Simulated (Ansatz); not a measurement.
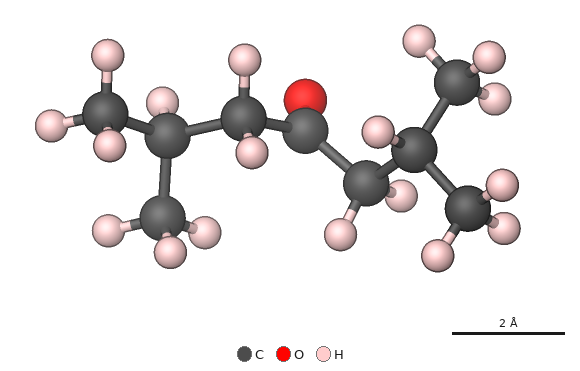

This is the input geometry for a relaxation of C9H18O (coarse preliminary run). The picture is a ball-and-stick view, seen face on.

The start comes from a force field.

Theory: Ansatz 0.2.0, RKS PBE-D4/def2-SVP.

Input file:
```yaml
crystal:
  periodic: [false, false, false]
  atoms:
    - {symbol: C, position_ang: [-0.972460, -2.456280, -1.157290]}
    - {symbol: C, position_ang: [-1.802830, -1.644490, -0.166330]}
    - {symbol: C, position_ang: [-2.329210, -2.538820, 0.951780]}
    - {symbol: C, position_ang: [-0.959810, -0.499840, 0.417450]}
    - {symbol: C, position_ang: [-0.577240, 0.489410, -0.664590]}
    - {symbol: O, position_ang: [-1.403540, 1.019000, -1.365740]}
    - {symbol: C, position_ang: [0.903090, 0.761130, -0.806790]}
    - {symbol: C, position_ang: [1.455100, 1.556180, 0.388370]}
    - {symbol: C, position_ang: [0.842550, 2.953330, 0.423750]}
    - {symbol: C, position_ang: [2.976960, 1.640130, 0.298850]}
    - {symbol: H, position_ang: [-1.558880, -3.279660, -1.558020]}
    - {symbol: H, position_ang: [-0.091510, -2.870400, -0.669310]}
    - {symbol: H, position_ang: [-0.649430, -1.831990, -1.987290]}
    - {symbol: H, position_ang: [-2.648740, -1.199180, -0.699420]}
    - {symbol: H, position_ang: [-2.934860, -3.342450, 0.539720]}
    - {symbol: H, position_ang: [-2.943140, -1.970170, 1.646370]}
    - {symbol: H, position_ang: [-1.503480, -2.981970, 1.505360]}
    - {symbol: H, position_ang: [-1.560330, 0.034190, 1.158180]}
    - {symbol: H, position_ang: [-0.074770, -0.904150, 0.909000]}
    - {symbol: H, position_ang: [1.425610, -0.195270, -0.876900]}
    - {symbol: H, position_ang: [1.072990, 1.327420, -1.724580]}
    - {symbol: H, position_ang: [1.190090, 1.033760, 1.314110]}
    - {symbol: H, position_ang: [-0.242390, 2.897920, 0.468410]}
    - {symbol: H, position_ang: [1.117070, 3.509340, -0.469880]}
    - {symbol: H, position_ang: [1.196660, 3.502920, 1.293080]}
    - {symbol: H, position_ang: [3.276870, 2.137200, -0.621000]}
    - {symbol: H, position_ang: [3.421490, 0.647330, 0.313940]}
    - {symbol: H, position_ang: [3.374160, 2.205400, 1.138760]}
basis:
  gaussian: {orbitals: def2-SVP}
hamiltonian: {xc: pbe, dispersion: d4}
relax: {f_tol: 0.03, max_steps: 200}
```

Launched with:
```bash
ansatz run in.yaml --threads 4 --pin off --events-out ev --progress --plain --max-ram 66560MiB --backend cuda --devices 0, --max-vram 37GiB
```

> Predict the outcome.

After 16 accepted moves (17 points after the start) the energy has fallen by 21.9 kJ/mol. Largest force component: 1.1 eV/Å at the start, 0.029 eV/Å at the end. The line search rejected the trial step at point 11 of the run. The largest move after the best rigid fit is that of O6, 1.01 Å. By element the largest moves are O 1.01 Å, H 0.92 Å, C 0.67 Å. Among the contacts that change: C10–H26 1.088 → 1.111 Å, C4–H18 1.093 → 1.115 Å, C8–H22 1.096 → 1.114 Å, C5–O6 1.206 → 1.223 Å. Among the angles between lasting bonds that change: H18–C4–H19 108.8° → 104.5°, C2–C4–C5 110.7° → 114.8°, C5–C7–C8 111.8° → 115.1°. Groups turn about C4–C5 by about 45°. The run took about 30 s of wall time on a shared GPU.

Final geometry:

```xyz
28

C    -1.5500   -2.6510   -1.2547
C    -1.8065   -1.5997   -0.1670
C    -2.3663   -2.2389    1.1089
C    -0.5396   -0.7890    0.1368
C    -0.0961    0.1510   -0.9815
O    -0.8239    0.4130   -1.9283
C     1.2943    0.7638   -0.8570
C     1.5370    1.5800    0.4323
C     0.5338    2.7340    0.5565
C     2.9822    2.0907    0.4778
H    -2.4757   -3.2147   -1.4905
H    -0.7868   -3.3882   -0.9230
H    -1.1956   -2.1791   -2.1916
H    -2.5541   -0.8793   -0.5658
H    -3.2999   -2.8004    0.9000
H    -2.5967   -1.4779    1.8832
H    -1.6405   -2.9556    1.5504
H    -0.7009   -0.1500    1.0363
H     0.3097   -1.4545    0.4155
H     2.0356   -0.0658   -0.9055
H     1.4485    1.4035   -1.7507
H     1.3942    0.8990    1.3021
H    -0.5167    2.3773    0.5586
H     0.6384    3.4393   -0.2950
H     0.6966    3.3077    1.4915
H     3.1882    2.7703   -0.3763
H     3.7121    1.2571    0.4260
H     3.1789    2.6573    1.4110
```

After the run, drawn alike:

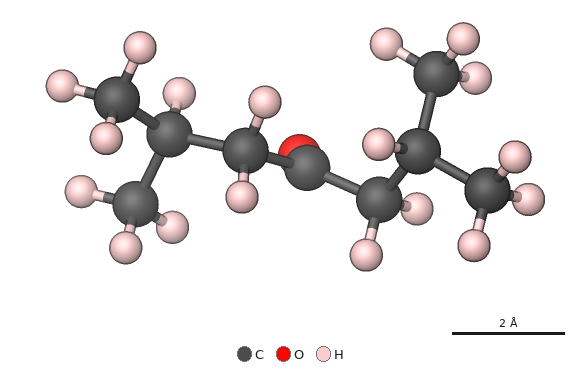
